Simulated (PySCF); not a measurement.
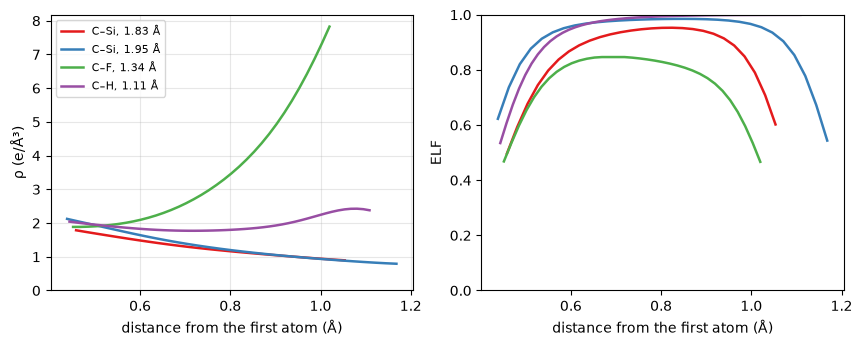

The picture shows: C₃H₆F₃Si (SMILES C[Si+](C)C(F)(F)F) (charge +1). Total electron density and electron localisation function along straight lines between neighbouring atoms. The curves leave out the atomic cores.

Geometry: BP86-D3(BJ)/def2-SVP.

Method: DFT single point, gas phase, functional B3LYP (PySCF 2.14.0, density-fitted response routines).

Input

```
{"job": {"kind": "sp", "xc": "B3LYP", "basis": "ma-def2-SVP", "d3": "d3bj", "grid": 2}, "charge": 1, "multiplicity": 1}
C      0.039576     1.899198    -0.067102
Si    -0.039409     0.080329     0.141579
C     -1.408101    -0.886488     0.883154
C      1.367267    -0.962211    -0.710525
F      1.627053    -2.091170    -0.035986
F      2.495755    -0.264565    -0.880460
F      0.845107    -1.276444    -1.928957
H     -0.292948     2.123557    -1.111579
H     -0.626111     2.443589     0.632662
H      1.086791     2.263065     0.012439
H     -2.030553    -0.290331     1.580483
H     -2.058826    -1.228073     0.039542
H     -1.023986    -1.805716     1.375363
```

Run with:

```sh
OMP_NUM_THREADS=1 python redox_run.py task.json out
```

> What can be read from the curves?

C–Si (1.83 Å): ρ at the midpoint is about 1 e/Å³; the ELF peaks at about 0.95 between the atoms, as expected for a shared electron pair.
C–Si (1.95 Å): ρ is about 0.97 e/Å³ halfway; the ELF peaks at about 1 between the atoms: a shared electron pair.
C–F (1.34 Å): ρ at the midpoint is about 2.4 e/Å³; the ELF peaks at about 0.85 between the atoms; a shared but strongly polarised pair.
C–H (1.11 Å): ρ at the midpoint is about 1.9 e/Å³; the ELF climbs to about 1 towards the hydrogen, as it does in any bond to H; a covalent bond by its length.
